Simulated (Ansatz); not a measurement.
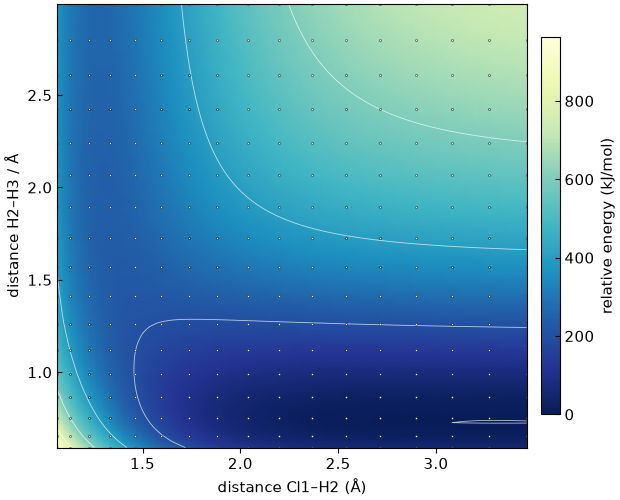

The system Cl⁻ + H₂. The first coordinate is: distance Cl1–H2; the second: distance H2–H3. Nothing is relaxed (the angle Cl1–H2–H3 is fixed at 140 degrees). Grid: 17 × 17 points. Points are written as (first, second). Energies: kJ/mol, counted from the lowest grid point. The reference is spin-restricted, so regions where a bond is pulled apart into radicals lie too high. These are results of RHF/aug-cc-pVTZ in Ansatz 0.2.0, not measurements.

Drawn: a smooth colour map with a few white contour lines, dots at the grid points. Between grid points the surface is interpolated.

The lowest grid point is at (3.271 Å, 0.753 Å). The highest grid point, (1.064 Å, 0.592 Å), lies 962 kJ/mol above the lowest.

The level of theory is changed to Ansatz 0.2.0, RKS CAM-B3LYP-D4/aug-cc-pVTZ; with it change the reference geometry, relaxed at the new level.

What does this change do to the map?

The minimum (interpolated where it lies between grid points) moves from (3.271 Å, 0.753 Å) to (2.896 Å, 0.753 Å). The span from the lowest to the highest grid point shrinks from 962 to 876 kJ/mol.

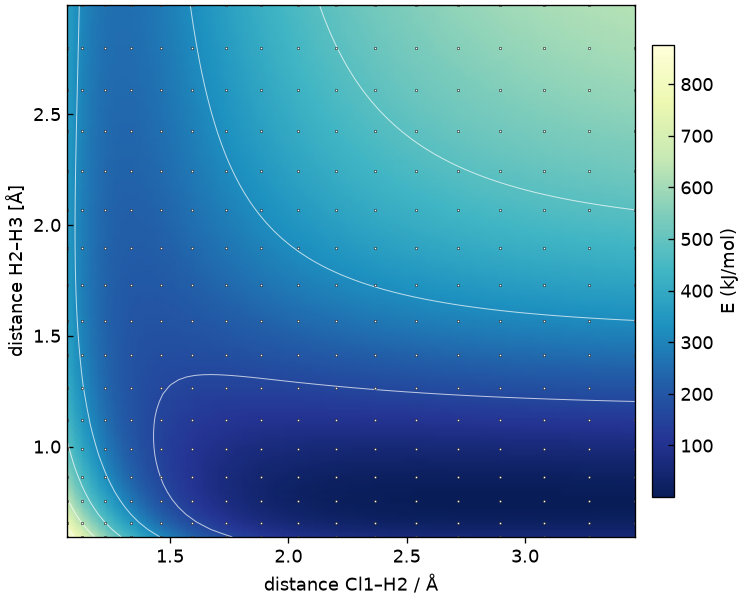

The map after the change, on a colour scale of its own. In the figure: a smooth colour map with a few white contour lines, dots at the grid points. Between grid points the surface is interpolated.
